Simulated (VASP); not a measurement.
Band structure of Mg5Sb (space group Amm2). Level of theory: PBEsol GGA, VASP's PBE PAW potentials (set 64) (plane waves; VASP).

Unless said otherwise, spin-orbit coupling is left out, though it shifts the bands of the heavy elements here.

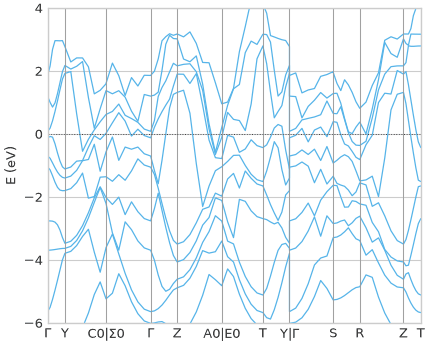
*Bands along high-symmetry lines, zero at the valence-band maximum or, without a gap, the Fermi level*

### Question
Read the plot: is there a gap, and where are the band edges?

### Answer
It has no gap at this level: it comes out as a metal or semimetal. (Edges off the drawn lines would not show.)

The structure comes from a computed database's Mg5Sb entry (Amm2); how it stands against other phases isn't given here. It was relaxed first. The electron count is odd and the run is not spin-polarised, which forces a metal.
